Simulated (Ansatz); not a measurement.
# SiHClO (SMILES O[Si]Cl) at 6 levels

We compute a comparison of 6 runs (HF/STO-3G, UHF/STO-3G, HSE06/STO-3G, UPBE0/STO-3G, r2SCAN0/STO-3G, UCCSD(T)/STO-3G) of SiHClO. 

Program for the calculation: Ansatz 0.2.0.

82 further runs of the same task are left out: 1 that didn't finish, 81 set aside as unsound or not needed.

**1. The structure to begin with**

SiHClO has 4 atoms, charge 0, and is taken as a singlet. SMILES: `O[Si]Cl`. The Si2–O1 distance was set to 2.046 Å, away from the relaxed value.

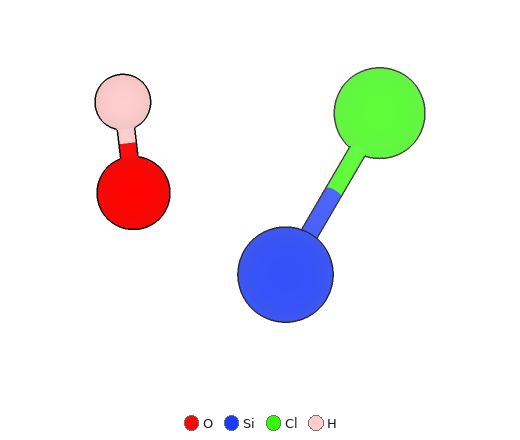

The structure, seen from a chosen angle (oxygen red, silicon blue, chlorine green, hydrogen pink).

**2. The energy at HF/STO-3G (run 1)**

File molecule.yaml:

```yaml
crystal:
  periodic: [false, false, false]
  atoms:
    - {symbol: O, position_ang: [-1.031204, 0.760185, -0.547633]}
    - {symbol: Si, position_ang: [-0.434200, -0.789700, 0.647000]}
    - {symbol: Cl, position_ang: [1.662300, -0.701000, 0.421400]}
    - {symbol: H, position_ang: [-0.380204, 1.290385, -1.018933]}
basis:
  gaussian:
    orbitals: STO-3G
hamiltonian:
  xc: hf
accuracy: high
```

Run with:

```
ansatz run molecule.yaml --threads 1 --pin off --max-ram 2610MiB --events-out events.jsonl --progress --plain --runs-dir runs
```

Output:

```text
Warning: RAYON_NUM_THREADS=1 ignored (pool sized by the plan → 1); use --threads N
Functional definition: HF
  name "HF"
  exchange = exact_x
  correlation = 0
429 factors; integrals over basis functions are off by at most 3.4e-8 eV
mean field evaluation 1: about -22161.5185 eV, gradient 2.9e1 eV
mean field evaluation 2: about -22161.5853 eV, gradient 2.9e1 eV
mean field evaluation 4: about -22165.7240 eV, gradient 2.7e0 eV
mean field evaluation 8: about -22165.8146 eV, gradient 2.2e-2 eV
mean field -22165.80803099 eV, -814.5784206147 hartree, gradient 8.1e-9 eV, S^2 0.000000; 0 other end points of the search recorded, 0 dependent functions left out
reference -22165.80803099 eV, -814.5784206147 hartree; 20, 20 occupied and 4, 4 virtual orbitals, 429 factors
Total energy: -22165.80803099 eV, -814.5784206147 hartree
```

It took 0.16 s on 1 thread of Arm Neoverse V1, shared host.

**3. A single-point energy at UHF/STO-3G (run 2)**

File job.yaml:

```yaml
basis:
  gaussian:
    orbitals: STO-3G
crystal:
  periodic: [false, false, false]
  atoms:
    - {symbol: O, position_ang: [-1.031204, 0.760185, -0.547633]}
    - {symbol: Si, position_ang: [-0.434200, -0.789700, 0.647000]}
    - {symbol: Cl, position_ang: [1.662300, -0.701000, 0.421400]}
    - {symbol: H, position_ang: [-0.380204, 1.290385, -1.018933]}
accuracy: high
hamiltonian:
  xc: hf
magnetization:
  spin_polarized: true
total_charge: 0
```

Run with:

```
ansatz run job.yaml --threads 1 --pin off --max-ram 2610MiB --events-out events.jsonl --progress --plain --runs-dir runs
```

Output:

```text
Warning: RAYON_NUM_THREADS=1 ignored (pool sized by the plan → 1); use --threads N
[... 4 set-up lines as earlier in the session ...]
429 factors; integrals over basis functions are off by at most 3.4e-8 eV
mean field evaluation 1: about -22161.5185 eV, gradient 2.1e1 eV
mean field evaluation 2: about -22161.5853 eV, gradient 2.1e1 eV
mean field evaluation 4: about -22165.7240 eV, gradient 1.9e0 eV
mean field evaluation 8: about -22165.8146 eV, gradient 6.0e-5 eV
mean field evaluation 16: about -22164.1259 eV, gradient 8.4e0 eV
mean field evaluation 32: about -22157.1231 eV, gradient 5.0e0 eV
mean field evaluation 64: about -22165.2061 eV, gradient 6.8e-8 eV
mean field -22165.80803099 eV, -814.5784206147 hartree, gradient 3.0e-8 eV, S^2 0.000000; 1 other end points of the search recorded, 0 dependent functions left out
reference -22165.80803099 eV, -814.5784206147 hartree; 20, 20 occupied and 4, 4 virtual orbitals, 429 factors
Total energy: -22165.80803099 eV, -814.5784206147 hartree
```

It took 0.36 s on 1 thread of Arm Neoverse V1, shared host.

Run 3 isn't shown in full; the table further down has it.

**4. A single-point energy at UPBE0/STO-3G (run 4)**

Edit molecule.yaml of step 2 so:

```diff
@@ -10,4 +10,6 @@
     orbitals: STO-3G
+magnetization:
+  spin_polarized: true
 hamiltonian:
-  xc: hf
+  xc: pbe0
 accuracy: high
```

Run with:

```
ansatz run molecule.yaml --threads 1 --pin off --max-ram 2610MiB --events-out events.jsonl --progress --plain --runs-dir runs
```

Output:

```text
Warning: RAYON_NUM_THREADS=1 ignored (pool sized by the plan → 1); use --threads N
Functional definition: PBE0
  name "PBE0"
  parameter a = 0.25
  parameter kappa = 0.804
  parameter beta = 0.06672455060314922
  exchange = (1 - a)*pbe_x(kappa = kappa, mu = beta*pi^2/3) + a*exact_x
  correlation = pbe_c(beta = beta)
429 factors; integrals over basis functions are off by at most 3.4e-8 eV
mean field evaluation 1: about -22193.3602 eV, gradient 2.1e1 eV
mean field evaluation 2: about -22127.3143 eV, gradient 8.8e1 eV
mean field evaluation 4: about -22197.8274 eV, gradient 2.4e0 eV
mean field evaluation 8: about -22197.8816 eV, gradient 2.5e-2 eV
mean field evaluation 16: about -22197.8816 eV, gradient 1.1e-6 eV
mean field -22197.88161239 eV, -815.7571029909 hartree, gradient 2.0e-8 eV, S^2 0.000000; 1 other end points of the search recorded, 0 dependent functions left out
reference -22197.88161373 eV, -815.7571030401 hartree; 20, 20 occupied and 4, 4 virtual orbitals, 429 factors
Total energy: -22197.88161373 eV, -815.7571030401 hartree
```

It took 2.1 s on 1 thread of Arm Neoverse V1, shared host; peak memory 0.14 GiB.

Run 5 isn't shown in full; the table further down has it.

**5. A single-point energy at UCCSD(T)/STO-3G (run 6)**

File job.yaml:

```yaml
crystal:
  periodic: [false, false, false]
  atoms:
    - {symbol: O, position_ang: [-1.031204, 0.760185, -0.547633]}
    - {symbol: Si, position_ang: [-0.434200, -0.789700, 0.647000]}
    - {symbol: Cl, position_ang: [1.662300, -0.701000, 0.421400]}
    - {symbol: H, position_ang: [-0.380204, 1.290385, -1.018933]}
basis:
  gaussian: {orbitals: STO-3G}
magnetization: {spin_polarized: true}
correlation: {method: ccsd_t, frozen_orbitals: {Cl: 5, H: 0, O: 1, Si: 5}}
accuracy: high
scf: {omitted_lower_state_checks: [cluster_reference, increment]}
```

Run with:

```
ansatz run job.yaml --threads 1 --pin off --max-ram 2610MiB --events-out events.jsonl --progress --plain --runs-dir runs
```

Output, cut to the lines that bear on the results:

```text
Warning: RAYON_NUM_THREADS=1 ignored (pool sized by the plan → 1); use --threads N
[... 2 set-up lines as earlier in the session ...]
[...]
429 factors; integrals over basis functions are off by at most 3.4e-8 eV
[...]
mean field -22165.80803099 eV, -814.5784206147 hartree, gradient 3.0e-8 eV, S^2 0.000000; 6 other end points of the search recorded, 0 dependent functions left out
11 core orbitals not correlated: weight in the atoms' cores, before any rotation towards them, 1.000 or more for the frozen orbitals, at most 0.000 for the correlated occupied ones
reference -22165.80803099 eV, -814.5784206147 hartree; 9, 9 occupied and 4, 4 virtual orbitals, 429 factors
second order -2.29504889 eV of doubles, -0.00000000 eV of singles
cycle   1  -2.57509672 eV  change   -2.8e-1 eV  update   1.3e-1
[...]
cycle  22  -2.97317047 eV  change  -2.2e-10 eV  update   1.8e-9
perturbative correction -0.20370317 eV, -0.0074859536 hartree
Total energy: -22168.98490464 eV, -814.6951685679 hartree
Checks for a lower state left out: cluster_reference, increment
```

Wall time 0.58 s (1 thread of Arm Neoverse V1, shared host).

**6. Overview of the runs**

| run | level | frozen core orbitals | energy (Eh) | wall time |
| --- | --- | --- | --- | --- |
| 1 | HF/STO-3G | – | -814.578421 | 0.16 s |
| 2 | UHF/STO-3G | – | -814.578421 | 0.36 s |
| 3 | HSE06/STO-3G | – | -815.741244 | 1.5 s |
| 4 | UPBE0/STO-3G | – | -815.757103 | 2.1 s |
| 5 | r2SCAN0/STO-3G | – | -816.030077 | 2.9 s |
| 6 | UCCSD(T)/STO-3G | 11 | -814.695169 | 0.58 s |

**7. What came out**

| quantity | value |
| --- | --- |
| run 6: total energy | -814.69517 Eh |
| run 6: correlation energy (11 core orbitals frozen) | -116.7 mEh |
| run 6: (T) correction | -7.49 mEh |
| run 6: T1 diagnostic | 0.035 |

What this shows: Totals of different functionals can't be ranked against each other. In runs 1, 2, 3, 4, 5, 6 the basis is minimal, so the values are rough. All runs together took 7.7 s, the longest 2.9 s.
